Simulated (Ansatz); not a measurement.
Input

```
crystal:
  lattice:
    - [3.4718155902, 0.0, 0.0]
    - [-1.7359077951, 3.0066804984, 0.0]
    - [0.0, 0.0, 26.2804904703]
  atoms:
    - { symbol: Si, position: [0.0, 0.0, 0.9548684638] }
    - { symbol: Si, position: [0.0, 0.0, 0.0451315362] }
    - { symbol: P, position: [0.6666666667, 0.3333333333, 0.9144993474] }
    - { symbol: P, position: [0.3333333333, 0.6666666667, 0.0855006526] }
    - { symbol: P, position: [0.3333333333, 0.6666666667, 0.7347747936] }
    - { symbol: P, position: [0.0, 0.0, 0.6901847762] }
    - { symbol: P, position: [0.6666666667, 0.3333333333, 0.2652252064] }
    - { symbol: P, position: [0.0, 0.0, 0.3098152238] }
    - { symbol: P, position: [0.6666666667, 0.3333333333, 0.6178383303] }
    - { symbol: P, position: [0.3333333333, 0.6666666667, 0.5732115766] }
    - { symbol: P, position: [0.3333333333, 0.6666666667, 0.3821616697] }
    - { symbol: P, position: [0.6666666667, 0.3333333333, 0.4267884234] }
basis:
  ecutwfc: 420
kpoints:
  mp_grid: { grid: [12, 12, 2] }
hamiltonian:
  xc: pbe
scf:
  occupations: { method: gaussian, width: 0.1 }
output:
  forces: true
  stress: true
  eigenvalues: true
  write_density: true
  write_potential: true
  elf: true
  volumetric_format: npy
relax:
  adjacent_minimum: "off"
  f_tol: 0.01
  max_steps: 30
  cell: { stress_tol: 0.1, fix: [volume] }
```

Command:

```sh
ansatz run input.yaml --threads 1 --pin off --max-ram 2560MiB --backend cpu --events-out ev --progress --plain --runs-dir out
```

Below, planes, directions and counts refer to the conventional cell (a = 3.44 Å, b = 3.44 Å, c = 26.78 Å, α = 90.00°, β = 90.00°, γ = 120.00°).

The fields are those of the relaxed geometry.

Space group P-3m1; a generated structure, not necessarily the stable one; changed on purpose from its base cell (volume × 1.06, shape and atoms relaxed).

Computed with Ansatz 0.2.0, DFT PBE, scalar-relativistic, plane waves, PAW.

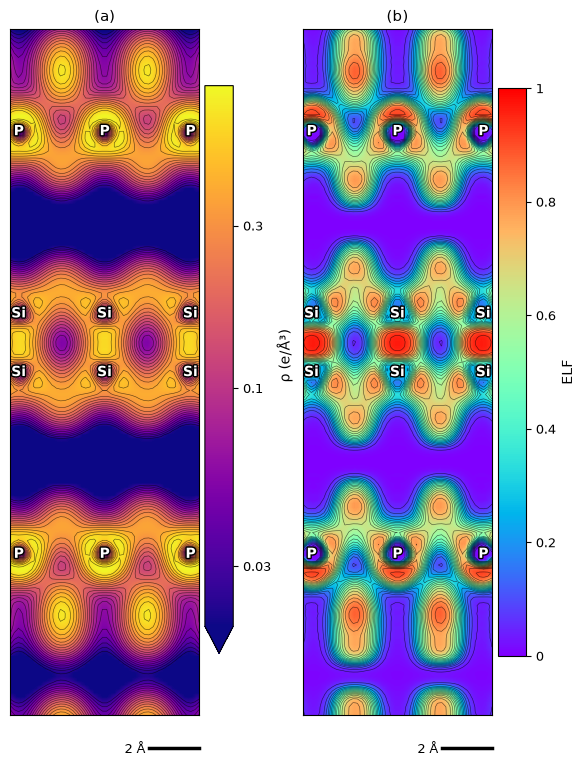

SiP5. (a) valence electron density; (b) ELF on the (010) plane of the conventional cell.

Q: What does the map show?

A:
- Atoms in the plane: Si and P.
- Si–Si (2.35 Å): the density is about 0.6 e/Å³ at the midpoint; the ELF peaks at about 0.95 between the atoms.
- The density dies away to nearly zero in the voids.
- The ELF also peaks beside P, away from the bonds: lone-pair regions.
